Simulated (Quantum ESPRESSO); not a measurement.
# How biaxial strain moves the moments of LaCo5

Aim: follow moments and order energies of LaCo5 with biaxial strain.

Main program and level: Quantum ESPRESSO 7.5; PBEsol; plane waves with GBRV 1.5 PBEsol potentials, no spin-orbit coupling.

## 1. The structure

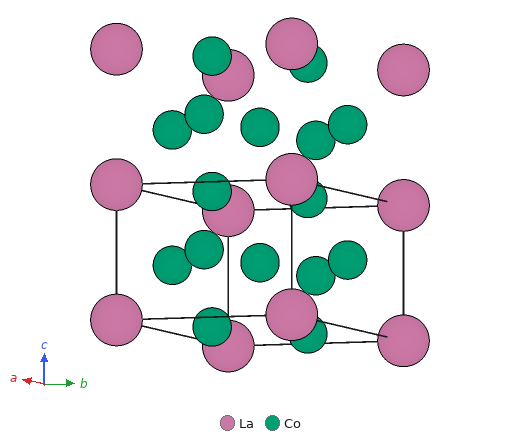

The starting structure, seen from a free direction (lanthanum pink, cobalt teal). 1×1×2 cells are drawn. Some periodic images of atoms are drawn too.

Coordinates:

```cif
data_structure
_symmetry_space_group_name_H-M 'P6/mmm'
_symmetry_Int_Tables_number 191
_cell_length_a 5.1090
_cell_length_b 5.1090
_cell_length_c 3.9700
_cell_angle_alpha 90.000
_cell_angle_beta 90.000
_cell_angle_gamma 120.000
_cell_volume 89.74
loop_
_atom_site_label
_atom_site_type_symbol
_atom_site_symmetry_multiplicity
_atom_site_Wyckoff_symbol
_atom_site_fract_x
_atom_site_fract_y
_atom_site_fract_z
_atom_site_occupancy
La1 La 1 a 0.00000 0.00000 0.00000 1
Co1 Co 2 c 0.33333 0.66667 0.00000 1
Co2 Co 3 g 0.50000 0.00000 0.50000 1
```

The cell comes from the Crystallography Open Database.

## 2. Biaxial 0.94, ferro +++++

Lengths in the Cartesian xy plane scale by the factor; z is kept. Atoms keep their fractional places. Seeded atoms are those given a starting moment.

File pw.in:

```
&CONTROL
  calculation = 'scf'
  prefix = 'pwscf'
  outdir = './tmp'
  pseudo_dir = './pseudo'
  disk_io = 'nowf'
  tprnfor = .true.
  tstress = .true.
/
&SYSTEM
  ibrav = 0
  nat = 6
  ntyp = 2
  ecutwfc = 40
  ecutrho = 280
  nbnd = 65
  occupations = 'smearing'
  smearing = 'fd'
  degauss = 0.00367493
  nspin = 2
  starting_magnetization(1) = 0
  starting_magnetization(2) = 0.1176
/
&ELECTRONS
  conv_thr = 1.2d-08
  electron_maxstep = 150
  mixing_beta = 0.3
/
ATOMIC_SPECIES
La    138.9055 la_pbesol_v1.uspp.F.UPF
Co     58.9332 co_pbesol_v1.2.uspp.F.UPF
CELL_PARAMETERS angstrom
   4.8024600000    0.0000000000    0.0000000000
  -2.4012300000    4.1590523606    0.0000000000
   0.0000000000    0.0000000000    3.9700000000
ATOMIC_POSITIONS crystal
La      0.0000000000    0.0000000000    0.0000000000
Co      0.3333333333    0.6666666667    0.0000000000
Co      0.6666666667    0.3333333333    0.0000000000
Co      0.5000000000    0.0000000000    0.5000000000
Co      0.5000000000    0.5000000000    0.5000000000
Co      0.0000000000    0.5000000000    0.5000000000
K_POINTS automatic
8 8 8 0 0 0
```

Started as:

```
$ OMP_NUM_THREADS=1 mpirun -n 4 pw.x -nk 4 -in pw.in > pw.out
```

The log of the run:

```text
Program PWSCF v.7.5 starts

     Message from routine setup:
     using ibrav=0 with symmetry is DISCOURAGED, use correct ibrav instead

     K-points division:     npool     =       4
     Subspace diagonalization in iterative solution of the eigenvalue problem:

     bravais-lattice index     =            0
     lattice parameter (alat)  =       9.0753  a.u.
     unit-cell volume          =     535.1127 (a.u.)^3
     number of atoms/cell      =            6
     number of atomic types    =            2
     number of electrons       =        96.00
     number of Kohn-Sham states=           65
     kinetic-energy cutoff     =      40.0000  Ry
     charge density cutoff     =     280.0000  Ry
     scf convergence threshold =      1.2E-08
     mixing beta               =       0.3000
     number of iterations used =            8  plain     mixing
     Exchange-correlation= SLA  PW   PSX  PSC
                           (   1   4  10   8   0   0   0)

     celldm(1)=   9.075334  celldm(2)=   0.000000  celldm(3)=   0.000000
     celldm(4)=   0.000000  celldm(5)=   0.000000  celldm(6)=   0.000000

     crystal axes: (cart. coord. in units of alat)
               a(1) = (   1.000000   0.000000   0.000000 )
               a(2) = (  -0.500000   0.866025   0.000000 )
               a(3) = (   0.000000   0.000000   0.826660 )

     reciprocal axes: (cart. coord. in units 2 pi/alat)
               b(1) = (  1.000000  0.577350 -0.000000 )
               b(2) = (  0.000000  1.154701  0.000000 )
               b(3) = (  0.000000 -0.000000  1.209688 )

     PseudoPot. # 1 for La read from file:
     la_pbesol_v1.uspp.F.UPF
     Pseudo is Ultrasoft + core correction, Zval = 11.0

     PseudoPot. # 2 for Co read from file:
     co_pbesol_v1.2.uspp.F.UPF
     Pseudo is Ultrasoft + core correction, Zval = 17.0

     atomic species   valence    mass     pseudopotential
     La               11.00   138.90550     La( 1.00)
     Co               17.00    58.93320     Co( 1.00)

     Starting magnetic structure
     atomic species   magnetization
     La              0.000
     Co              0.118

     24 Sym. Ops., with inversion, found

   Cartesian axes

     site n.     atom                  positions (alat units)
         1        La     tau(   1) = (   0.0000000   0.0000000   0.0000000  )
         2        Co     tau(   2) = (  -0.0000000   0.5773503   0.0000000  )
         3        Co     tau(   3) = (   0.5000000   0.2886751   0.0000000  )
         4        Co     tau(   4) = (   0.5000000   0.0000000   0.4133298  )
         5        Co     tau(   5) = (   0.2500000   0.4330127   0.4133298  )
         6        Co     tau(   6) = (  -0.2500000   0.4330127   0.4133298  )

     number of k points=    50  Fermi-Dirac smearing, width (Ry)=  0.0037
                       cart. coord. in units 2pi/alat
        k(    1) = (   0.0000000   0.0000000   0.0000000), wk =   0.0019531
        k(    2) = (   0.0000000   0.0000000   0.1512110), wk =   0.0039062
        k(    3) = (   0.0000000   0.0000000   0.3024219), wk =   0.0039062
        k(    4) = (   0.0000000   0.0000000   0.4536329), wk =   0.0039062
        k(    5) = (   0.0000000   0.0000000  -0.6048438), wk =   0.0019531
        [... 45 further k-points ...]

     Dense  grid:    42363 G-vectors     FFT dimensions: (  50,  50,  40)

     Smooth grid:    18271 G-vectors     FFT dimensions: (  40,  40,  32)

     Check: negative core charge=   -0.000040
     Generating pointlists ...
     new r_m :   0.2382 (alat units)  2.1614 (a.u.) for type    1
     new r_m :   0.2062 (alat units)  1.8718 (a.u.) for type    2

     Initial potential from superposition of free atoms

     starting charge      90.9706, renormalised to      96.0000

     negative rho (up, down):  4.034E-02 4.042E-02
     Starting wfcs are   85 randomized atomic wfcs

     Self-consistent Calculation

     iteration #  1     ecut=    40.00 Ry     beta= 0.30
     Davidson diagonalization with overlap
     ethr =  1.00E-02,  avg # of iterations =  2.4

     total energy              =   -1498.92221788 Ry
     estimated scf accuracy    <     219.34817870 Ry

     total magnetization       =     2.72 Bohr mag/cell
     absolute magnetization    =     2.83 Bohr mag/cell

     iteration #  2     ecut=    40.00 Ry     beta= 0.30
     Davidson diagonalization with overlap
     ethr =  1.00E-02,  avg # of iterations =  4.9

     total energy              =   -1599.45054499 Ry
     estimated scf accuracy    <     140.07132420 Ry

     total magnetization       =     0.28 Bohr mag/cell
     absolute magnetization    =     0.46 Bohr mag/cell

     [... further iterations left out ...]

     iteration # 21     ecut=    40.00 Ry     beta= 0.30
     Davidson diagonalization with overlap
     ethr =  1.33E-10,  avg # of iterations =  2.0

     negative rho (up, down):  2.730E-02 2.096E-02

     total energy              =   -1593.53675728 Ry
     estimated scf accuracy    <       0.00000002 Ry

     total magnetization       =     6.74 Bohr mag/cell
     absolute magnetization    =     8.08 Bohr mag/cell

     iteration # 22     ecut=    40.00 Ry     beta= 0.30
     Davidson diagonalization with overlap
     ethr =  2.49E-11,  avg # of iterations =  1.4

     negative rho (up, down):  2.730E-02 2.097E-02

     Magnetic moment per site  (integrated on atomic sphere of radius R)
     atom   1 (R=0.238)  charge=  7.6584  magn= -0.1435
     atom   2 (R=0.206)  charge= 15.4681  magn=  1.4386
     atom   3 (R=0.206)  charge= 15.4681  magn=  1.4386
     atom   4 (R=0.206)  charge= 15.4504  magn=  1.5019
     atom   5 (R=0.206)  charge= 15.4504  magn=  1.5019
     atom   6 (R=0.206)  charge= 15.4504  magn=  1.5019

     End of self-consistent calculation

     Number of k-points >= 100: set verbosity='high' to print the bands.

     the Fermi energy is    17.8128 ev

!    total energy              =   -1593.53675728 Ry
     estimated scf accuracy    <          1.2E-09 Ry
     smearing contrib. (-TS)   =      -0.00513303 Ry
     internal energy E=F+TS    =   -1593.53162425 Ry

     The total energy is F=E-TS. E is the sum of the following terms:
     one-electron contribution =    -972.65326171 Ry
     hartree contribution      =     546.93511521 Ry
     xc contribution           =    -210.99889055 Ry
     ewald contribution        =    -956.81458721 Ry

     total magnetization       =     6.74 Bohr mag/cell
     absolute magnetization    =     8.08 Bohr mag/cell

     convergence has been achieved in  22 iterations

     negative rho (up, down):  2.730E-02 2.097E-02

     Forces acting on atoms (cartesian axes, Ry/au):

     atom    1 type  1   force =     0.00000000    0.00000000    0.00000000
     atom    2 type  2   force =    -0.00000000   -0.00000000   -0.00000000
     atom    3 type  2   force =     0.00000000    0.00000000    0.00000000
     atom    4 type  2   force =     0.00000000   -0.00000000   -0.00000000
     atom    5 type  2   force =     0.00000000   -0.00000000    0.00000000
     atom    6 type  2   force =     0.00000000    0.00000000    0.00000000

     Total force =     0.000000     Total SCF correction =     0.000000

     Computing stress (Cartesian axis) and pressure

     negative rho (up, down):  2.730E-02 2.097E-02
          total   stress  (Ry/bohr**3)                   (kbar)     P=       69.33
   0.00056606   0.00000000   0.00000000           83.27        0.00        0.00
   0.00000000   0.00056606   0.00000000            0.00       83.27        0.00
  -0.00000000  -0.00000000   0.00028175           -0.00       -0.00       41.45

=------------------------------------------------------------------------------=
   JOB DONE.
=------------------------------------------------------------------------------=
```

Elapsed: 2.5 min, on 4 MPI ranks of Arm Neoverse V2, shared host; peak memory 1 GiB; 10 min of CPU time.

Spin moment in the atom's sphere by atom:

```
atom  spin moment in the atom's sphere (μB)
 La1                                  -0.14
 Co2                                   1.44
 Co3                                   1.44
 Co4                                   1.50
 Co5                                   1.50
 Co6                                   1.50
```

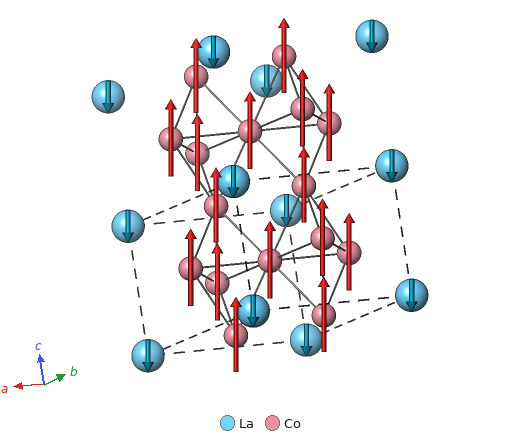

Spin moment in the atom's sphere as arrows, the longest 1.50 μB. Up and down stand for the sign. Arrows give size and sign along the axis of quantisation, drawn up and down the page. Each arrow also spans its atom, so small moments look longer than they are. The two directions have two colours. 1×1×2 cells are drawn. Some periodic images of atoms are drawn too.

Numbers from this step:

* smearing term TS: 0.06984 eV
* pressure: 6.933 GPa
* magnetization: 6.735 μB
* absolute magnetization: 8.083 μB
* final state: ferromagnetic

## 3. Biaxial 0.94, ferri ++---

File pw.in:

```
&CONTROL
  calculation = 'scf'
  prefix = 'pwscf'
  outdir = './tmp'
  pseudo_dir = './pseudo'
  disk_io = 'nowf'
  tprnfor = .true.
  tstress = .true.
/
&SYSTEM
  ibrav = 0
  nat = 6
  ntyp = 3
  ecutwfc = 40
  ecutrho = 280
  nbnd = 61
  occupations = 'smearing'
  smearing = 'fd'
  degauss = 0.00367493
  nspin = 2
  starting_magnetization(1) = 0
  starting_magnetization(2) = 0.1176
  starting_magnetization(3) = -0.1176
/
&ELECTRONS
  conv_thr = 1.2d-08
  electron_maxstep = 150
  mixing_beta = 0.3
/
ATOMIC_SPECIES
La    138.9055 la_pbesol_v1.uspp.F.UPF
Co1    58.9332 co_pbesol_v1.2.uspp.F.UPF
Co2    58.9332 co_pbesol_v1.2.uspp.F.UPF
CELL_PARAMETERS angstrom
   4.8024600000    0.0000000000    0.0000000000
  -2.4012300000    4.1590523606    0.0000000000
   0.0000000000    0.0000000000    3.9700000000
ATOMIC_POSITIONS crystal
La      0.0000000000    0.0000000000    0.0000000000
Co1     0.3333333333    0.6666666667    0.0000000000
Co1     0.6666666667    0.3333333333    0.0000000000
Co2     0.5000000000    0.0000000000    0.5000000000
Co2     0.5000000000    0.5000000000    0.5000000000
Co2     0.0000000000    0.5000000000    0.5000000000
K_POINTS automatic
8 8 8 0 0 0
```

The log of the run:

```text
     [... lines left out ...]
Program PWSCF v.7.5 starts
     [... lines left out ...]
     number of atoms/cell      =            6
     [... lines left out ...]
     number of electrons       =        96.00
     number of Kohn-Sham states=           61
     kinetic-energy cutoff     =      40.0000  Ry
     charge density cutoff     =     280.0000  Ry
     scf convergence threshold =      1.2E-08
     [... lines left out ...]
     24 Sym. Ops., with inversion, found
     [... lines left out ...]
     number of k points=    50  Fermi-Dirac smearing, width (Ry)=  0.0037
     [... lines left out ...]
     iteration # 41     ecut=    40.00 Ry     beta= 0.30
     [... lines left out ...]
     Magnetic moment per site  (integrated on atomic sphere of radius R)
     atom   1 (R=0.238)  charge=  7.6505  magn=  0.0402
     atom   2 (R=0.208)  charge= 15.5285  magn=  0.6437
     atom   3 (R=0.208)  charge= 15.5285  magn=  0.6437
     atom   4 (R=0.206)  charge= 15.4595  magn= -0.6432
     atom   5 (R=0.206)  charge= 15.4595  magn= -0.6432
     atom   6 (R=0.206)  charge= 15.4595  magn= -0.6432
     [... lines left out ...]
     the Fermi energy is    17.5406 ev
!    total energy              =   -1593.49383525 Ry
     estimated scf accuracy    <          3.8E-09 Ry
     smearing contrib. (-TS)   =      -0.00760292 Ry
     [... lines left out ...]
     total magnetization       =    -0.49 Bohr mag/cell
     absolute magnetization    =     3.42 Bohr mag/cell
     convergence has been achieved in  41 iterations
     [... lines left out ...]
     Total force =     0.000000     Total SCF correction =     0.000000
     [... lines left out ...]
          total   stress  (Ry/bohr**3)                   (kbar)     P=       10.31
     [... lines left out ...]
```

Elapsed: 4.6 min, on 4 MPI ranks; peak memory 1 GiB; 18 min of CPU time.

Spin moment in the atom's sphere by atom:

```
atom  spin moment in the atom's sphere (μB)
 La1                                  0.040
 Co2                                  0.644
 Co3                                  0.644
 Co4                                 -0.643
 Co5                                 -0.643
 Co6                                 -0.643
```

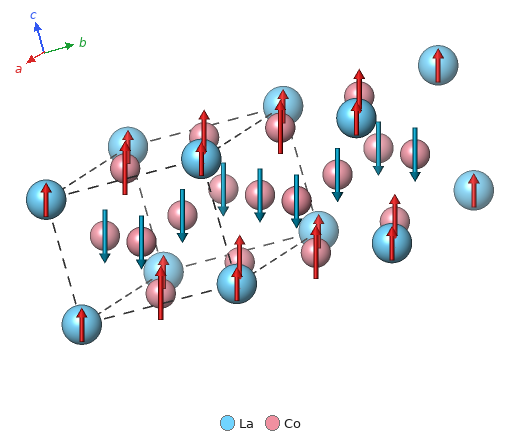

Spin moment in the atom's sphere as arrows, the longest 0.644 μB. Up and down stand for the sign. Arrows give size and sign along the axis of quantisation, drawn up and down the page. Each arrow also spans its atom, so small moments look longer than they are. The two directions have two colours. 1×2×1 cells are drawn. Some periodic images of atoms are drawn too.

Numbers from this step:

```
smearing term TS       : 0.1034 eV
pressure               : 1.030 GPa
magnetization          : -0.489 μB
absolute magnetization : 3.416 μB
final state            : ferrimagnetic
```

(Continued in part 2 of 2.)

[Logs and program files are shortened in this print: banners, set-up blocks, solver, clock and traceback lines can be left out without a mark of their own.]

[Logs are printed without paths, hosts, clocks, repeated set-up lines and the standing remarks that a program may print on its own settings, such as how far it seeks lower states.]

[Hosts, paths, dates, database ids (printed as entryN), source tags and the programs' standing remarks are cut or masked in the printed files.]

[Where a cell is said to come from a database of computed structures, the database is the Materials Project.]
